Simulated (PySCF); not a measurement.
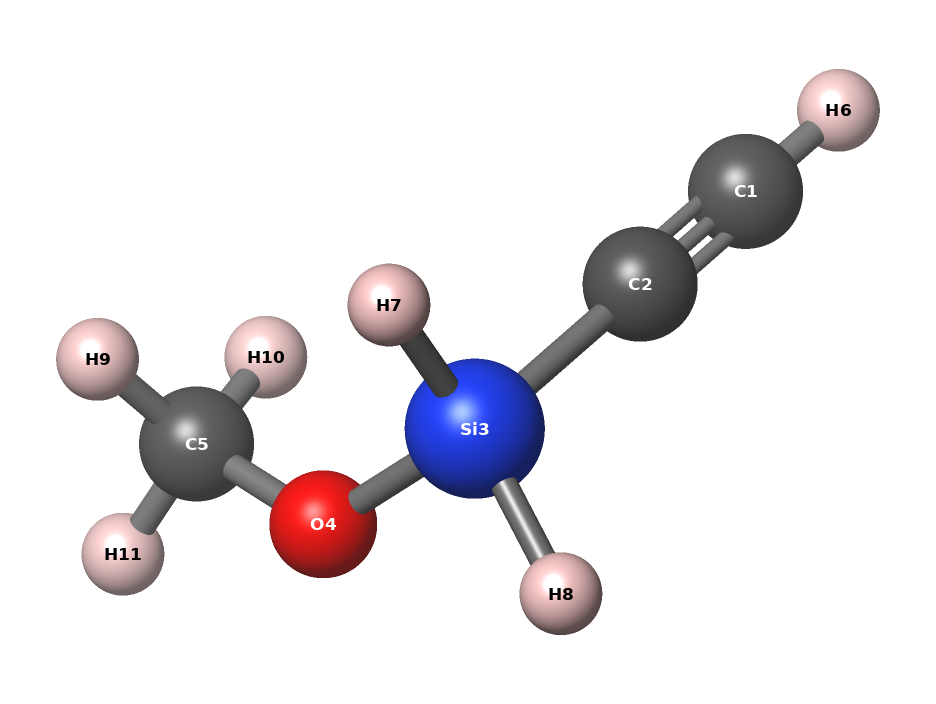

The geometry was computed by an optimisation with GFN2-xTB. No frequency run is at hand to confirm it as a minimum. Level of theory: delta-SCF UKS SCAN, pcX-2 on the ionised atom, pcseg-1 elsewhere, spin-free X2C (PySCF 2.14.0).

Give the core-electron binding energies (to vacuum; p and d levels without spin–orbit splitting) of C1 1s, C2 1s, Si3 1s, Si3 2p, O4 1s, C5 1s.

| atom | level | binding energy (eV) |
| --- | --- | --- |
| C1 | 1s | 290.6 |
| C2 | 1s | 290.3 |
| Si3 | 1s | 1847.4 |
| Si3 | 2p | 107.7 |
| O4 | 1s | 538.1 |
| C5 | 1s | 292.4 |

The geometry is semi-empirical. Around Si such bond lengths and angles can be off by a tenth of an ångström or more and by several degrees, and values that hang on the shape move with them.
